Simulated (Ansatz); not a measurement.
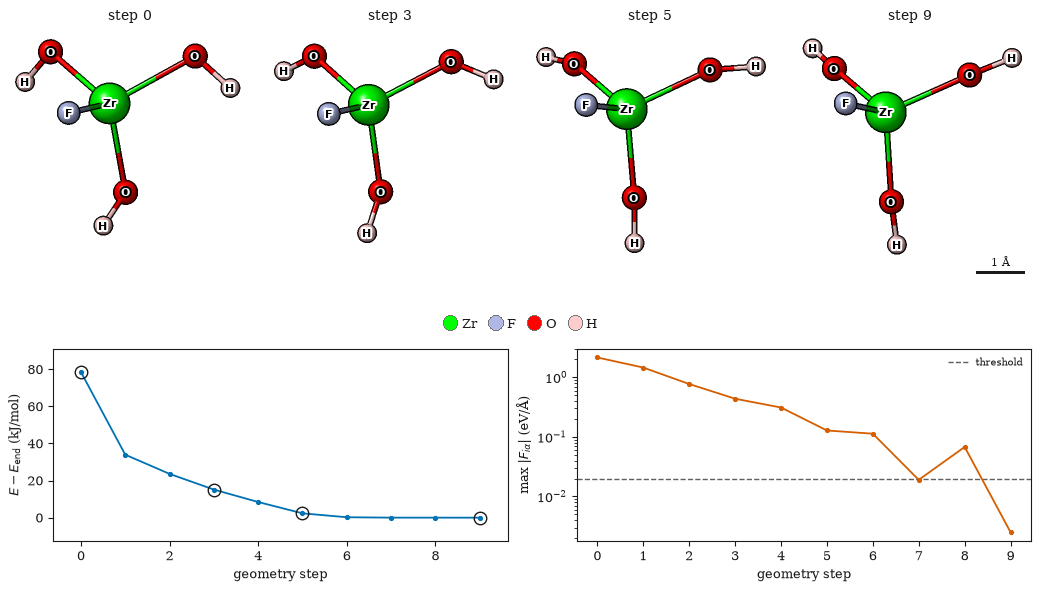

Frames of a relaxation of ZrH₃O₃F, marked on the history of the run. The picture is a ball-and-stick view, seen at a tilt.

The run prepares the start of a later molecular dynamics calculation, from a guessed geometry.

Method: RKS PBE/def2-SVP (Ansatz 0.2.0).

The input:
```yaml
crystal:
  periodic: [false, false, false]
  atoms:
    - { symbol: Zr, position_ang: [0.0, 0.0, 0.0] }
    - { symbol: F, position_ang: [0.0, 0.0, 1.98] }
    - { symbol: O, position_ang: [1.952, 0.0, -0.6893] }
    - { symbol: H, position_ang: [2.2684, -0.9521, -0.806] }
    - { symbol: O, position_ang: [-0.975, 1.6891, -0.6893] }
    - { symbol: H, position_ang: [-1.9328, 1.4584, -0.9117] }
    - { symbol: O, position_ang: [-0.975, -1.6891, -0.6893] }
    - { symbol: H, position_ang: [-1.4296, -2.1548, 0.0831] }
basis:
  gaussian: { orbitals: def2-SVP }
hamiltonian:
  xc: pbe
relax:
  f_tol: 0.02
  max_steps: 40
```

Command:
```bash
ansatz run input.yaml --threads 2 --pin off --max-ram 3072MiB --backend cpu --events-out ev --progress --plain --runs-dir out
```

**Describe the path.**

The atom that moves furthest after the best rigid fit is H6 (0.73 Å). Largest moves by element: H 0.73 Å, O 0.62 Å, Zr 0.23 Å, F 0.22 Å. Among the contacts that change: Zr1–O3 2.070 → 1.932 Å, Zr1–F2 1.980 → 1.934 Å, O3–H4 1.010 → 0.965 Å. Among the angles between lasting bonds that change: Zr1–O3–H4 109.5° → 172.6°, Zr1–O7–H8 109.5° → 172.5°. The energy falls by 78.5 kJ/mol in 9 geometry steps. Largest force component: 2.2 eV/Å at the start, 0.0025 eV/Å at the end. The forces were under the threshold at step 7, but the run went on from there. From step 0 to 3: H6 moves most (0.24 Å), energy −63.4 kJ/mol. From step 3 to 5: H8 moves most (0.36 Å), energy −12.8 kJ/mol. From step 5 to 9: H atoms move most (0.23 Å), energy −2.34 kJ/mol.

| step | E − E(0), kJ/mol | largest force component, eV/Å |
| --- | --- | --- |
| 0 | 0.00 | 2.1509 |
| 1 | -44.57 | 1.4580 |
| 2 | -54.91 | 0.7721 |
| 3 | -63.38 | 0.4368 |
| 4 | -70.08 | 0.3110 |
| 5 | -76.19 | 0.1281 |
| 6 | -78.30 | 0.1130 |
| 7 | -78.51 | 0.0190 |
| 8 | -78.52 | 0.0677 |
| 9 | -78.53 | 0.0025 |
